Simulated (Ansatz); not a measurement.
# Zn-Ti-Zn stack of (111) layers: lattice stability ahead of a resistivity run, part 2 of 2

Question: is the lattice of Zn-Ti-Zn stack of (111) layers stable, and if so, what are its coupling constant and resistivity?

Ansatz 0.2.0; DFT PBEsol, scalar-relativistic, plane waves, PAW; PAW set soft_1.

So far: Starting point; Relaxation.

## Step 3: Relaxing tightly for phonons

Residual forces and stress shift phonon frequencies, so the cell is relaxed again, with tight thresholds and the mesh and smearing of this input.

Contents of input.yaml:

```yaml
crystal:
  lattice:
    - [2.6061235701, 2.5741e-06, 0.0]
    - [-1.3030640143, 2.25696793, 0.0]
    - [0.0, 0.0, 33.3453454395]
  atoms:
    - { symbol: Zn, position: [0.0, 0.0, 0.1626979779] }
    - { symbol: Ti, position: [0.3333333333, 0.6666666667, 0.2365048224] }
    - { symbol: Zn, position: [0.6666666667, 0.3333333333, 0.3103116668] }
  periodic: [true, true, false]
kpoints:
  mp_grid: { grid: [12, 12, 1] }
hamiltonian:
  xc: pbesol
  pseudopotentials: { kind: paw, azcp: { folder: soft_1 }, xc_functional: pbe }
scf:
  occupations: { method: methfessel_paxton, width: 0.2 }
output:
  forces: true
  stress: true
  eigenvalues: true
relax:
  adjacent_minimum: "off"
  f_tol: 0.001
  max_steps: 60
  cell: { stress_2d_tol: 0.002 }
```

The run is started by

```
> ansatz run input.yaml --threads 4 --pin off --max-ram 20480MiB --backend cpu --events-out ev --progress --plain --runs-dir out
```

Numbers of over 12 decimals in the logs are rounded to 6 here.

Log:

```text
[the first part of the log is left out]
  E_paw        = -4733.888606  (= ΣΔE_a)
  E_vpaw       = -1007.553724  (= ΣTr[D̂ρ^β])
  E_aug_tail   = -0.000588  (compensation charges beyond the density's cutoff)
  E_ewald      = 56345.846110
  E_core_change = 1.734096  (= ΣΔE_core)
  E_smearing   = 0.001894  (= −TS)
  E_closure    = -0.000000  (closes the sum)
  Σ components = -9034.823293   (vs F -9034.823293, Δ=0.00e0)
--- Forces (eV/Å), atoms counted from 1 ---
  atom   1  Zn     0.00000000     0.00000000     0.00027447
[...]
-0.000000       0.000808       0.000000
       -0.000000       0.000000       0.000000
  P = ½ c Tr σ = 0.0008 N/m
--- Band table (eV; the first three rows and the last of 19) ---
[...]
--- Relaxed structure (4 steps of the walk, 4 accepted, 1 SCFs on fresh bases) ---
[...]
cell:  # Å, volume = 195.7777 Å³
    - [2.603747, 2.571760363786753e-6, 0]
    - [-1.301876, 2.254909, 0]
    - [0, 0, 33.3453454395]
  atoms:
    - { symbol: Zn, position: [0, 0, 0.162648] }
    - { symbol: Ti, position: [0.333333, 0.666667, 0.236505] }
    - { symbol: Zn, position: [0.666667, 0.333333, 0.310362] }
```

The job ended after 11 s (4 threads of Arm Neoverse V1, shared host; peak memory 0.55 GiB).

Little changed from the start: no atom moved by 0.005 Å and no cell edge by 0.1 %.

## Step 4: Phonons by linear response: q 2×2×1, k 8×8×1

Before any scattering is computed, the phonons show whether the structure is a minimum.

Contents of input.yaml:

```yaml
crystal:
  lattice:
    - [2.6037466464, 2.5718e-06, 0.0]
    - [-1.3018755504, 2.2549094549, 0.0]
    - [0.0, 0.0, 33.3453454395]
  atoms:
    - { symbol: Zn, position: [0.0, 0.0, 0.1626476788] }
    - { symbol: Ti, position: [0.3333333333, 0.6666666667, 0.2365048224] }
    - { symbol: Zn, position: [0.6666666667, 0.3333333333, 0.310361966] }
  periodic: [true, true, false]
kpoints:
  mp_grid: { grid: [8, 8, 1] }
hamiltonian:
  xc: pbesol
  pseudopotentials: { kind: paw, azcp: { folder: soft_1 }, xc_functional: pbe }
scf:
  occupations: { method: methfessel_paxton, width: 0.2 }
output:
  eigenvalues: true
phonons:
  method: dfpt
  qmesh: [2, 2, 1]
  temperatures: { t_max: 1000, t_step: 50 }
  qpath:
    path:
      - [0.0, 0.0, 0.0]
      - [0.5, 0.0, 0.0]
      - [0.33333333, 0.33333333, 0.0]
      - [0.0, 0.0, 0.0]
    npoints: 10
```

Log:

```text
Warning: crystal.symmetry: narrowed to the stabiliser of the run's FFT grids — unitary ops 12 → 6. A phonons.method: dfpt run fills in the rows of the dynamical matrix that it does not solve by its symmetry operations, which is exact only for operations that map its FFT grids onto themselves: filled in by any other, the frequencies could depend on the order in which like atoms are typed, or, by more than the grids' own error, on where the crystal sits among the grids' points. Excluded: 6 operations. The run can therefore solve more perturbations, solve them on more k-points, or both, and cost more. [rest of the remark cut]
[...]
Crystal: 3 atoms, lattice volume = 195.778 Å³
Basis set: ecut = 420 eV, 3921 PW (Γ), exchange–correlation on 36×36×450 points (8 copies of the dense FFT grid, shifted against one another)
Bands: 22, of which v1, the nominal top of the filled ones, is band 18 counted from 1 (17 counted from 0)
Symmetry: 12 space group operations
k-points: 10 of 64 (irreducible under 6 space group operations, time reversal used)
[...]
SCF iter   1: F=—  HF=-9038.990141 eV  |F-HF|=—  |Δ(HF+E_count)|=         —  Δρ=7.07e-2  dr2=5.56e1  ethr=3.10e-3  ⟨swp⟩=15.9  Hψ=2055  notcnv=0
[...]
SCF iter  14: F=-9034.793441 eV  HF=-9034.793441 eV  |F-HF|=3.24e-10  |Δ(HF+E_count)|=  8.22e-10  S|Δr|=    0.00e0  Δρ=5.86e-8  dr2=3.78e-12  ethr=1.00e-12  ⟨swp⟩=15.9  Hψ=1968  notcnv=0
SCF 1 converged in 14 iterations: F = -9034.793441 eV  dr2 = 3.78e-12
[...]
phonons: the bands overlap, so this run is a metal and interpolates without the dipole-dipole term. If the crystal is really an insulator or semiconductor, its LO-TO splitting is missing
NSCF: frozen V_eff on 10 k-points
WARN: eigensolver did not converge in 5 slots of this pass, the one above among them; of largest residual over every band (k=8): 1 band(s) unlocked (lowest unlocked band 21, counted from 0; max residual 1.05e-4 eV among the unlocked bands, 1.05e-4 eV over every band); of lowest unlocked band (k=2): band 21
[...]
DFPT response loops at q = (0, 0, 0) (fractional): preconditioner auto → none (partly filled bands, converged f_vac=0.728); β = 0.50; Broyden in place of MSR1
[...]
SCF converged after 14 iterations
Stability not checked: this state was not tested for a lower state beside it, because cold or Methfessel-Paxton smearing, or corrected tetrahedra, fill the levels in a way that the test cannot read (fill_not_monotonic; see scf.lower_state_search)
Free energy (F): -9034.793441 eV
[...]
Internal energy: -9034.794978 eV  (E = F + TS)
E sigma→0 (E₀):  -9034.793825 eV
Entropy (-TS):   0.001537 eV (0.512 meV/atom)
Fermi energy:    -4.979818 eV
[...]
--- Band table (eV; the first three rows and the last of 10) ---
  k-point 0: bands = [... 14 lower, -11.6996, -11.6996, -8.7051, -6.2641, -6.1112, -3.7714, -3.7714, -1.4023]
  k-point 1: bands = [... 14 lower, -11.7205, -11.6716, -8.1333, -5.9321, -5.6571, -4.1947, -3.3170, -1.8293]
  k-point 2: bands = [... 14 lower, -11.3006, -10.9597, -6.9033, -5.4453, -5.0142, -4.1724, -2.1047, -1.8850]
  k-point 9: bands = [... 14 lower, -6.2820, -5.9119, -5.0511, -4.8976, -4.5500, -3.1379, -2.1074, -1.8970]
--- Phonons (Γ-DFPT): 6 representative perturbations + reference (Σ response iterations 30) ---
  ASR residual: 8.679e-5 → 0.000e0 eV/Å²; symmetrization residual: 1.850e-5 eV/Å²
  The last average, over the group as it would stand without the narrowing to the FFT grids, took up to 3.440e-6 eV/Å² of the zone centre's force constants
  ASR residual per site (eV/Å²): 7.95e-5 1.63e-5 8.68e-5
  Γ frequencies (cm⁻¹): 0.00 0.00 0.00 55.30 55.30 87.67 100.38 100.38 170.00
--- Phonons (arbitrary-q DFPT): 2 irreducible q on the 2×2×1 mesh ---
  q = [0.0000, 0.0000, 0.0000] (star 1, of the zone-centre solve; hermiticity 4.97e-6, symmetrization 2.48e-6, taken by the last average 9.24e-7): -0.00 0.00 0.00 55.30 55.30 87.67 100.38 100.38 170.00
  q = [0.0000, -0.5000, 0.0000] (star 3, 9 solved perturbations in 267 linear systems a pass and spin channel, the states on 34 of 64 k-point pairs; hermiticity 2.51e-6, symmetrization 1.70e-7, taken by the last average 6.32e-7): -212.14 -172.08 -148.46 83.99 89.53 127.61 133.30 203.14 211.21
  sum rule: each row above includes the acoustic sum rule's correction from the zone centre's row sums; it moved no ω² by more than (0.60 cm⁻¹)²
  mesh force constants: q→R imaginary residual 2.70e-17; ASR residual 8.679e-5 → 0.000e0 eV/Å²; symmetrization residual 7.105e-15 eV/Å²
  interpolated dispersion: 31 rows × 9 modes
  density of states and harmonic sums: on the 28×28×1 q-mesh, interpolated from the force constants of a 2×2×1 supercell (no non-analytic term)
  largest difference from the sums on the solved wave vectors: F 2.12e-3 eV, S 7.94e-6 and C_V 6.47e-6 eV/K
  zero-point energy: 0.048623 eV/cell   skipped modes (ω ≤ 0): 235, of them read as no rigid motion or as one in doubt: 232 (2.950e0 modes/cell left out, lowest -214.72 cm⁻¹)   left out of the sums: 3.28e-1 of the cell's modes: C_V's classical limit lies that fraction below 3 k_B per atom; for a crystal, a wire or a layer, F and S can be off by more, and a phonons.interpolated_qmesh denser along its periods is the remedy for the sampling
```

Run time: 72 s. Hardware: 4 threads; peak memory 0.91 GiB; 4.5 min of CPU time.

The column dr2 measures how far the density is from self-consistency, as an energy; F and HF (Harris–Foulkes) agree once it is small.

Numbers from this step:

```yaml
share_of_imaginary_modes_in_the_plain_interpolation_between_solved_wavevectors: 0.3265
highest_frequency_solved_or_plainly_interpolated: 211.2 cm⁻¹
```

Solved on the 2×2×1 mesh alone; all other wavevectors are interpolated. The phonon branches at the labelled points (cm⁻¹):

```
point  branch 1  branch 2  branch 3  branch 4  branch 5  branch 6  branch 7  branch 8  branch 9
    Γ         0         0         0        55        55        88       100       100       170
    M      -212      -172      -148        84        90       128       133       203       211
    K      -215      -182      -182        86        86       180       180       180       189
    Γ         0         0         0        55        55        88       100       100       170
```

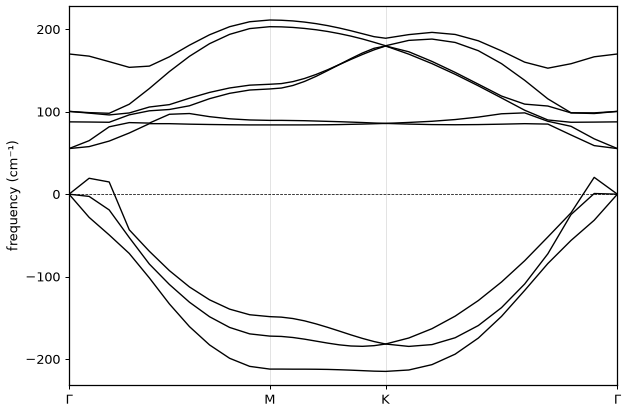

Phonon branches along the path.

Lowest modes at the softest wavevector of the mesh. Modes at q = (0.000, 0.500, 0.000), with each element's share of the kinetic energy (negative means imaginary):

| mode | frequency (cm⁻¹) | Zn % | Ti % |
| --- | --- | --- | --- |
| 1 | -212.1 | 2 | 98 |
| 2 | -172.1 | 5 | 95 |
| 3 | -148.5 | 3 | 97 |
| 4 | 84.0 | 99 | 1 |
| 5 | 89.5 | 100 | 0 |
| 6 | 127.6 | 100 | 0 |

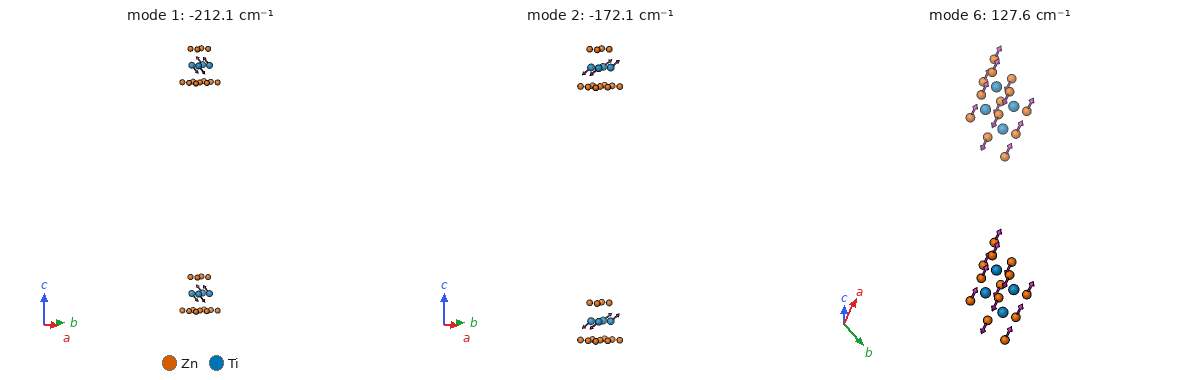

Displacement patterns of modes 1, 2 and 6 at q = (0.000, 0.500, 0.000); arrows are exaggerated. 2×2×2 cells are drawn. Some periodic images of atoms are drawn too.

Among the solved wavevectors the lowest mode, translations apart, is -212 cm⁻¹, imaginary.

## Step 5: Lattice stability: q 3×3×1, k 9×9×1

An imaginary mode on so few k-points may come from the sampling, so the phonons are repeated with another q and k mesh.

input.yaml, as its differences from that of step 4:

```diff
@@ -11,3 +11,3 @@
 kpoints:
-  mp_grid: { grid: [8, 8, 1] }
+  mp_grid: { grid: [9, 9, 1] }
 hamiltonian:
@@ -21,3 +21,3 @@
   method: dfpt
-  qmesh: [2, 2, 1]
+  qmesh: [3, 3, 1]
   temperatures: { t_max: 1000, t_step: 50 }
```

Log:

```text
[...]
Crystal: 3 atoms, lattice volume = 195.778 Å³
Basis set: ecut = 420 eV, 3921 PW (Γ), exchange–correlation on 36×36×450 points (8 copies of the dense FFT grid, shifted against one another)
Bands: 22, of which v1, the nominal top of the filled ones, is band 18 counted from 1 (17 counted from 0)
Symmetry: 12 space group operations
k-points: 12 of 81 (irreducible under 6 space group operations, time reversal used)
[...]
SCF iter   1: F=—  HF=-9038.916134 eV  |F-HF|=—  |Δ(HF+E_count)|=         —  Δρ=7.24e-2  dr2=5.79e1  ethr=3.10e-3  ⟨swp⟩=16.1  Hψ=2580  notcnv=0
[...]
SCF iter  15: F=-9034.825596 eV  HF=-9034.825596 eV  |F-HF|=6.91e-11  |Δ(HF+E_count)|=  7.42e-10  S|Δr|=    0.00e0  Δρ=4.58e-8  dr2=2.74e-12  ethr=1.00e-12  ⟨swp⟩=15.8  Hψ=2461  notcnv=0
SCF 1 converged in 15 iterations: F = -9034.825596 eV  dr2 = 2.74e-12
[...]
SCF converged after 15 iterations
[...]
Free energy (F): -9034.825596 eV
[...]
Internal energy: -9034.821526 eV  (E = F + TS)
E sigma→0 (E₀):  -9034.824579 eV
Entropy (-TS):   -0.004071 eV (-1.357 meV/atom)
Fermi energy:    -5.079108 eV
[...]
--- Band table (eV; the first three rows and the last of 12) ---
  k-point 0: bands = [... 14 lower, -11.7066, -11.7066, -8.7035, -6.2714, -6.1123, -3.7571, -3.7571, -1.3981]
  k-point 1: bands = [... 14 lower, -11.7233, -11.7046, -8.2472, -6.0011, -5.7473, -4.1054, -3.3961, -1.7658]
  k-point 2: bands = [... 14 lower, -11.5763, -11.2334, -7.1367, -5.5190, -5.0918, -4.3704, -2.4058, -1.9857]
  k-point 11: bands = [... 14 lower, -5.5917, -5.5917, -5.1957, -5.1957, -4.1554, -2.5675, -1.8218, -1.8218]
[...]
ASR residual: 7.695e-5 → 0.000e0 eV/Å²; symmetrization residual: 1.369e-5 eV/Å²
[...]
ASR residual per site (eV/Å²): 6.88e-5 2.32e-5 7.70e-5
  Γ frequencies (cm⁻¹): 0.00 0.00 0.00 52.77 52.77 98.07 98.07 109.34 180.56
--- Phonons (arbitrary-q DFPT): 3 irreducible q on the 3×3×1 mesh ---
[...]
interpolated dispersion: 31 rows × 9 modes
[...]
```

It took 2.9 min on 4 threads; peak memory 1.3 GiB.

Numbers from this step:

```yaml
share_of_imaginary_modes_in_the_plain_interpolation_between_solved_wavevectors: 0.0579
highest_frequency_solved_or_plainly_interpolated: 245.3 cm⁻¹
```

Solved on the 3×3×1 mesh alone; all other wavevectors are interpolated. The phonon branches at the labelled points (cm⁻¹):

```csv
point,branch 1,branch 2,branch 3,branch 4,branch 5,branch 6,branch 7,branch 8,branch 9
Γ,0,0,0,53,53,98,98,109,181
M,-72,54,85,98,126,141,200,206,245
K,-141,81,81,112,112,176,176,177,188
Γ,0,0,0,53,53,98,98,109,181
```

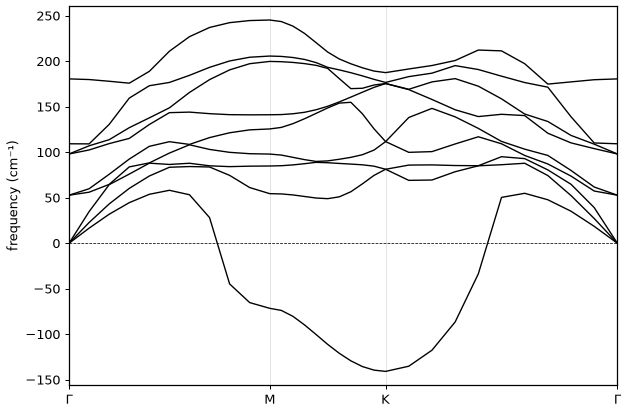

Phonon branches along the path.

Lowest modes at the softest wavevector of the mesh. Modes at q = (-0.333, -0.333, 0.000), with each element's share of the kinetic energy (negative means imaginary):

| mode | frequency (cm⁻¹) | Zn % | Ti % |
| --- | --- | --- | --- |
| 1 | -140.8 | 14 | 86 |
| 2 | 81.3 | 74 | 26 |
| 3 | 81.3 | 74 | 26 |
| 4 | 111.7 | 30 | 70 |
| 5 | 111.7 | 30 | 70 |
| 6 | 175.5 | 96 | 4 |

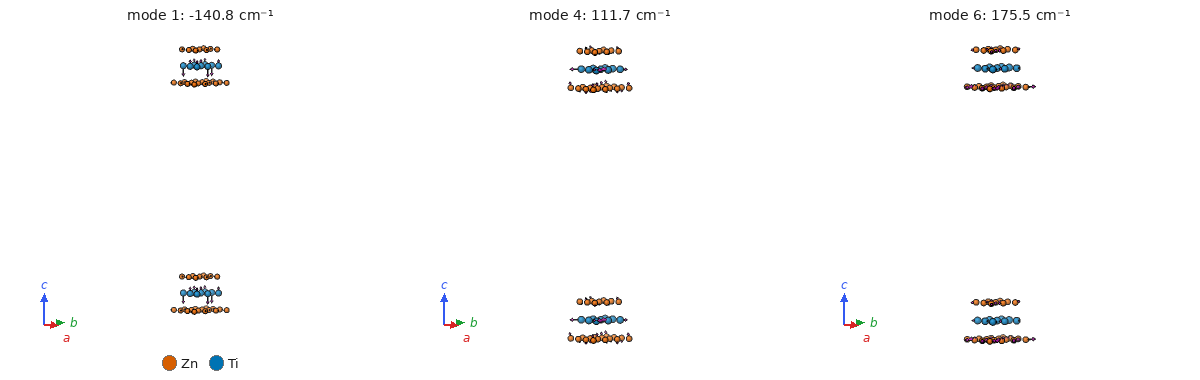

Displacement patterns of modes 1, 4 and 6 at q = (-0.333, -0.333, 0.000); arrows are exaggerated. 3×3×2 cells are drawn. Some periodic images of atoms are drawn too.

The modes has structure finer than the step of the table below, so its rows give means over 20 cm⁻¹, whole bins alone (the curve runs from -151 to 262 cm⁻¹). Peaks (cm⁻¹: height): Ti -57.2: 0.00833, 54.6: 0.0194, 101.4: 0.0148, 143.0: 0.0400, 176.8: 0.0204, 218.4: 0.0207, 231.3: 0.015; Zn 85.8: 0.127, 143.0: 0.0582, 195.0: 0.0559.

Phonopy on the run's constants, 21x21x1 mesh, Gaussian sigma 3.0 cm⁻¹. Modes against wavenumber; means over each step; values in 1/cm⁻¹/cell:

```
wavenumber (cm⁻¹)       Ti       Zn
             -140  0.00200   3.3e-4
             -120  0.00413   7.3e-4
             -100  0.00390   7.7e-4
              -80  0.00526  0.00121
              -60  0.00515  0.00151
              -40   5.7e-4   2.1e-4
              -20   2.1e-4   9.3e-5
                0  0.00101   7.3e-4
               20  0.00287  0.00288
               40  0.00392  0.00681
               60   0.0145   0.0184
               80  0.00885   0.0624
              100   0.0125   0.0524
              120  0.00671   0.0241
              140   0.0209   0.0381
              160  0.00434   0.0185
              180   0.0155   0.0347
              200   0.0131   0.0341
              220   0.0146  0.00148
              240  0.00985   6.3e-4
```

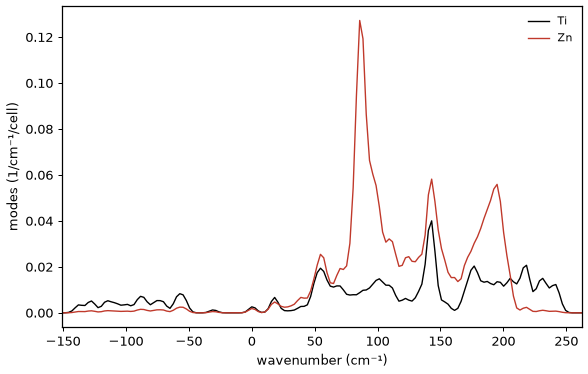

Modes, plotted against wavenumber.

No LO-TO term; unit eigenvectors of the mass-weighted matrix. The modes at Γ (shares of kinetic energy by element, %):

```
mode  frequency (cm⁻¹)  symmetry  Zn %  Ti %
   1               0.0   unnamed    73    27
   2               0.0   unnamed    73    27
   3               0.0   unnamed    73    27
   4              52.8        Eg   100     0
   5              52.8        Eg   100     0
   6              98.1        Eu    27    73
   7              98.1        Eu    27    73
   8             109.3       A1g   100     0
   9             180.6       A2u    27    73
```

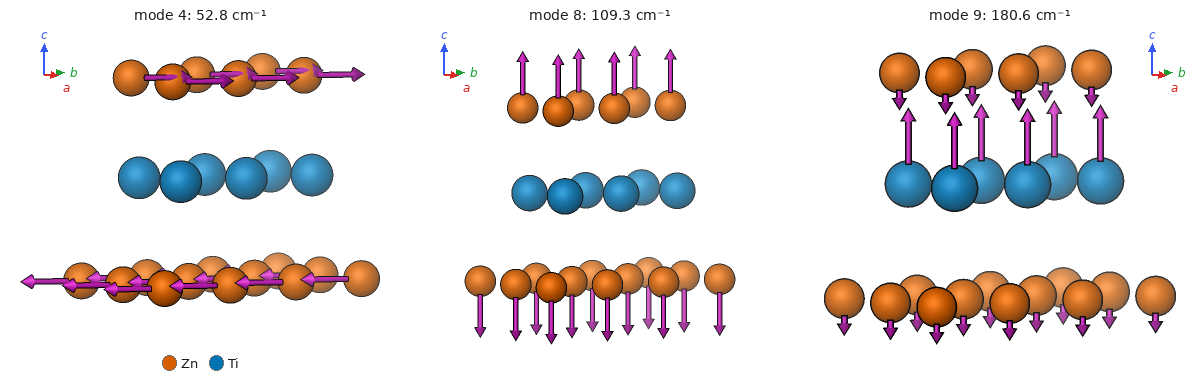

Displacement patterns of modes 4, 8 and 9 at Γ; arrows are exaggerated. 2×3×1 cells are drawn. Some periodic images of atoms are drawn too.

Among the solved wavevectors the lowest mode, translations apart, is -141 cm⁻¹, imaginary.

## Step 6: Summary of results

```
phonon run of the rows without a label of their own : PBEsol, q 3×3×1, k 9×9×1
softest mode on the q mesh                          : -141 cm⁻¹ at q = (-0.333, -0.333, 0)
highest frequency, solved or plainly interpolated   : 245 cm⁻¹
```

The lattice is dynamically unstable at this level: a mode at q = (-0.333, -0.333, 0) is imaginary, 141i cm⁻¹, so no harmonic coupling constant or resistivity is defined for this structure. These meshes are coarse, and single modes of a metal can move by tens of cm⁻¹ with the k mesh. The coarser mesh found an imaginary mode at another wavevector, which this mesh lacks. The phonon runs are not spin-polarised. The PAW files were made for PBE; under other functionals the run regenerates their frozen core. The structure was built by hand as an ordered model, and its stability against other phases was not tested.

[Logs are printed without paths, hosts, clocks, repeated set-up lines and the standing remarks that a program may print on its own settings, such as how far it seeks lower states.]

[Hosts, paths, dates, database ids (printed as entryN), source tags and the programs' standing remarks are cut or masked in the printed files.]
